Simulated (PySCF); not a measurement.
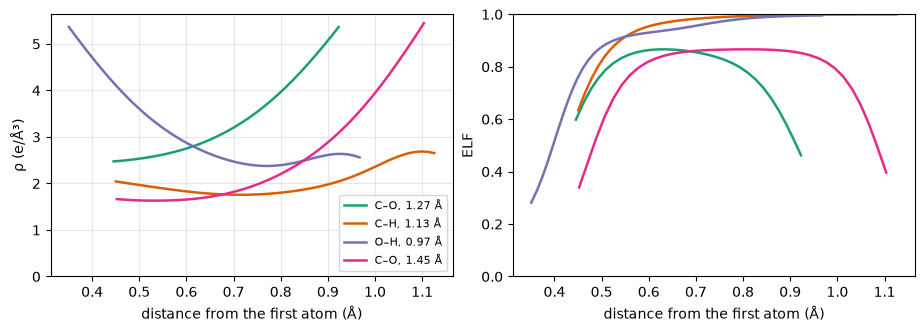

The picture shows: CH2O2 (SMILES [O-][CH]O) (charge −1, doublet). Total electron density and ELF along straight lines between neighbouring atoms. The curves leave out the atomic cores.

Geometry: PBE0-D3(BJ)/ma-def2-SVP.

These are results of DFT single point, gas phase, functional PBE0 (PySCF), not measurements.

```xyz
5

O     0.4483    1.1877    0.4227
C    -0.3739    0.3579   -0.0829
O     0.1798   -0.9218   -0.4708
H    -1.3476    0.1355    0.4365
H     1.1265   -0.7476   -0.3747
```

What can be read from the curves?

Answer. C–O (1.27 Å): ρ is about 2.9 e/Å³ halfway; the ELF peaks at about 0.85 between the atoms (a polar covalent bond).
C–H (1.13 Å): the density is about 1.9 e/Å³ at the midpoint; the ELF climbs to about 1 towards the hydrogen, as it does in any bond to H (a covalent bond by its length).
O–H (0.97 Å): ρ is about 3.8 e/Å³ halfway; the ELF climbs to about 1 towards the hydrogen; a covalent bond by its length.
C–O (1.45 Å): the density is about 1.9 e/Å³ at the midpoint, with its minimum of 1.6 e/Å³ about 0.5 Å from C; the ELF peaks at about 0.85 between the atoms, as expected for a polar covalent bond.
